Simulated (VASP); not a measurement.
Band structure of ZrS2. These are PBE GGA, VASP's PBE PAW potentials (set 64) (plane waves; VASP) values and carry that method's errors.

The cell holds a wide vacuum, so values per volume refer to the whole cell.

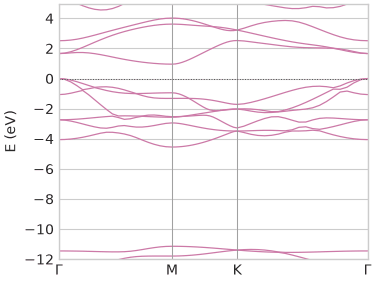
Fig. 1. Bands along high-symmetry lines, zero at the valence-band maximum or, without a gap, the Fermi level

Q: Read the plot: is there a gap, and where are the band edges?

A: The gap is indirect, 0.96 eV, from the valence maximum at Γ to the conduction minimum at M.

The cell is a sheet with vacuum, built from a generated structure.
